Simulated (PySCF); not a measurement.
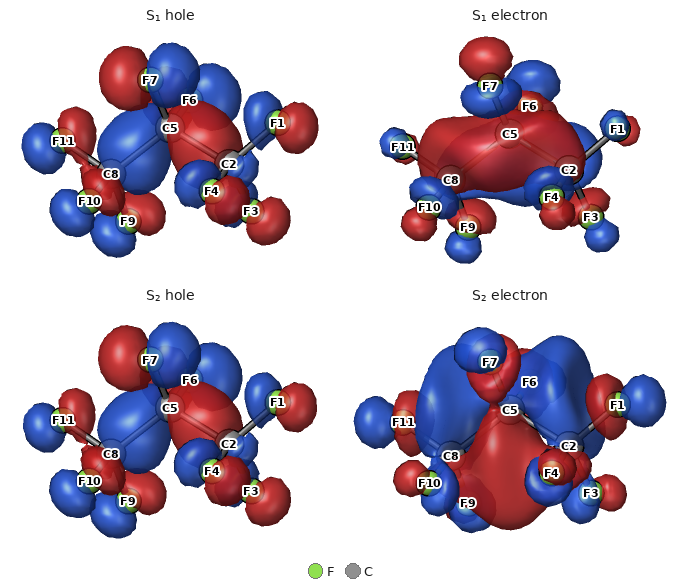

C₃F₈, SMILES `FC(F)(F)C(F)(F)C(F)(F)F`. Leading natural transition orbitals (full linear response singlet states).

Computed with PySCF, PBE0/def2-SVP, geometry: GFN2-xTB. No frequency check shows the geometry to be a minimum. Without diffuse functions Rydberg states are missing, so the states' numbers hold for this basis only.

Q: Describe these excited states.

A: By state:
- S₁: 10.11 eV (123 nm), f = 0.000 (dark); the leading pair carries 99 %; hole on C5 (17 %), F6 and F7 (16 % each) and C2 and C8 (10 % each), electron on C5 (29 %), F6 and F7 (13 % each) and C2 and C8 (11 % each); their centroids lie 0.1 Å apart.
- S₂: 10.57 eV (117 nm), f = 0.054; the leading pair carries 98 %; hole on F6 and F7 (17 % each), C5 (15 %) and C2 and C8 (10 % each), electron on C5 (23 %), C2 and C8 (15 % each) and F1, F6, F7 and F11 (8 % each); their centroids lie 0.1 Å apart.
